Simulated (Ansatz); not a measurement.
# AlBH₄N₂: vertical ionisation energy

Aim: the vertical ionisation energy of AlBH₄N₂, as cation minus neutral at the neutral's geometry, on several levels, and how well −ε(HOMO) stands in for it.

The runs use Ansatz 0.2.0, Gaussian basis; unrestricted cation, the program's frozen cores in correlated methods.

Plan: UKS PBE-D4/def2-TZVPP; UKS r2SCAN-D4/def2-TZVPP; UKS PBE0-D4/def2-TZVPP; UKS B3LYP-D4/def2-TZVPP; UKS wB97X-V/def2-TZVPP; UKS wB97M-V/def2-TZVPP; UKS B2PLYP/def2-TZVPP; UHF-CCSD(T)/def2-TZVPP; UHF-MP2/def2-QZVPP; extrapolation to the limit; then −ε(HOMO) from the neutral's earlier runs with LDA (SPW92), PBE-D4, revPBE-D4, BLYP-D4, r2SCAN-D4, B97M-V, PBE0-D4, B3LYP-D4, r2SCANh-D4, r2SCAN0-D4, HSE06-D4, BHLYP-D4, CAM-B3LYP-D4, LC-ωPBE, ωB97X-V, ωB97M-V.

## 1. The geometry

An earlier PBE0-D4 in a triple-zeta def2 set relaxation fixed the geometry.

8 atoms, charge 0, spin multiplicity 1.

Atoms are counted from 1 here; the program's logs count them from 0.

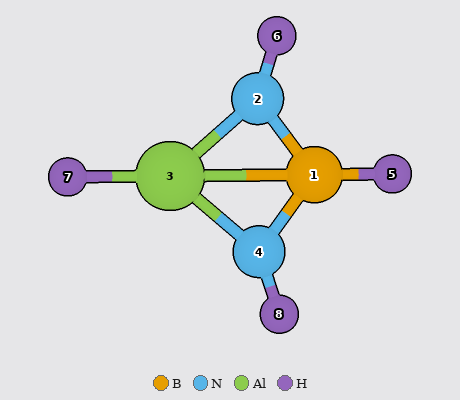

The geometry (boron amber, nitrogen blue, aluminium green, hydrogen purple); atoms are numbered from 1 in the order of the file.

## 2. Cation, UKS PBE-D4/def2-TZVPP

in.yaml reads:

```yaml
crystal:
  periodic: [false, false, false]
  atoms:
    - {symbol: B, position_ang: [-0.836266, 0.373386, -0.221615]}
    - {symbol: N, position_ang: [0.307571, 1.073126, 0.316229]}
    - {symbol: Al, position_ang: [1.130624, -0.509398, 0.276295]}
    - {symbol: N, position_ang: [-0.453526, -1.011467, -0.373158]}
    - {symbol: H, position_ang: [-1.901916, 0.851636, -0.491268]}
    - {symbol: H, position_ang: [0.350137, 2.048636, 0.530749]}
    - {symbol: H, position_ang: [2.530481, -1.137747, 0.630851]}
    - {symbol: H, position_ang: [-1.035006, -1.745173, -0.723882]}
basis:
  gaussian: {orbitals: def2-TZVPP}
total_charge: 1
magnetization: {spin_polarized: true, initial_magnetization: 1}
hamiltonian: {xc: pbe, dispersion: d4}
```

Launch:

```bash
$ ansatz run in.yaml --threads 2 --pin off --events-out ev --progress --plain --max-ram 4352MiB
```

Further steps of the session: Cation, UKS r2SCAN-D4/def2-TZVPP; Cation, UKS PBE0-D4/def2-TZVPP; Cation, UKS B3LYP-D4/def2-TZVPP; Cation, UKS wB97X-V/def2-TZVPP; Cation, UKS wB97M-V/def2-TZVPP; Cation, UKS B2PLYP (frozen core)/def2-TZVPP; Cation, UHF-CCSD(T)/def2-TZVPP; Cation, UHF-MP2/def2-QZVPP.

Before running them: what should the planned runs give, taken together? Wanted: ionisation energy, CCSD(T)/CBS; nearest functional by difference; nearest −ε(HOMO); −ε(HOMO) of PBE; T1 of the cation.

**Answer**, as computed:

```
                        quantity               value
  ionisation energy, CCSD(T)/CBS             8.98 eV
nearest functional by difference  ωB97M-V (-0.16 eV)
                nearest −ε(HOMO)  ωB97X-V (-0.04 eV)
                 −ε(HOMO) of PBE             5.28 eV
                T1 of the cation               0.023
```

In words: Energy differences with functionals land within 0.37 eV of the reference. The PBE orbital energy is 3.7 eV too small: a semilocal HOMO is no ionisation energy. Among orbital estimates ωB97X-V comes nearest. Hartree-Fock falls 1.38 eV short, as the neutral has more correlation energy than the cation.
